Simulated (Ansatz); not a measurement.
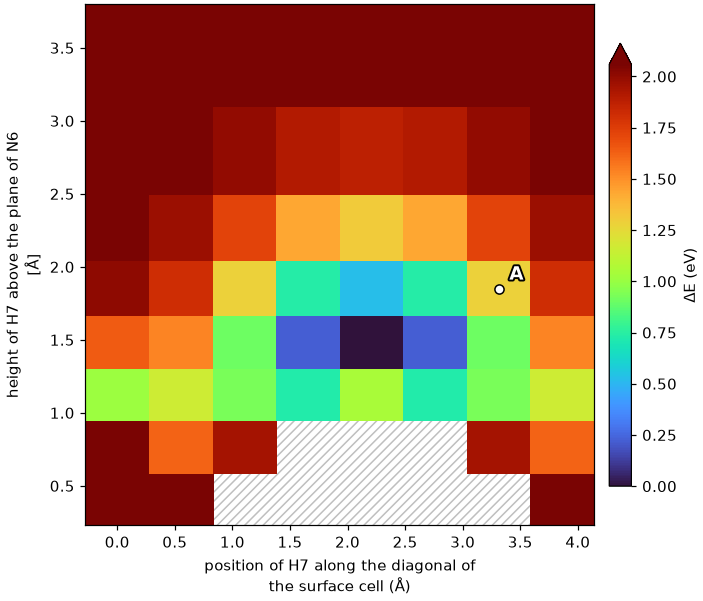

H on a TaN(100) slab cut from the Fm-3m phase, its upper half relaxed before the scan (6 atoms of substrate and one adsorbate in a 1 × 1 cell). H is moved along a line over the surface and along the normal, above a rigid substrate. The first coordinate is: position of H7 along the diagonal of the surface cell, from above N6; the second: height of H7 above the plane of N6. The grid has 8 × 8 points; 35 points were computed and 21 follow by symmetry. At 8 points there is no value (left out of the scan, as a rule where atoms come close). Points are written as (first, second). Energies: eV, counted from the lowest grid point. The calculation used DFT PBE, scalar-relativistic, plane waves, PAW in Ansatz 0.2.0. Settings: cutoff 420 eV, k-mesh 9×9×1, gaussian smearing 0.1 eV, spin-polarised.

Drawn: one coloured cell a grid point, one colour for all values above the top of the scale, hatched blanks where no value was computed, the point A.

### Is A at rest? If not, where is it pushed?

A, at (3.31 Å, 1.85 Å), is not a stationary point. The computed force is 1.1 eV for each Å towards smaller values of the first coordinate and 1.2 eV for each Å towards smaller values of the second coordinate.

PAW datasets: the set soft_1.
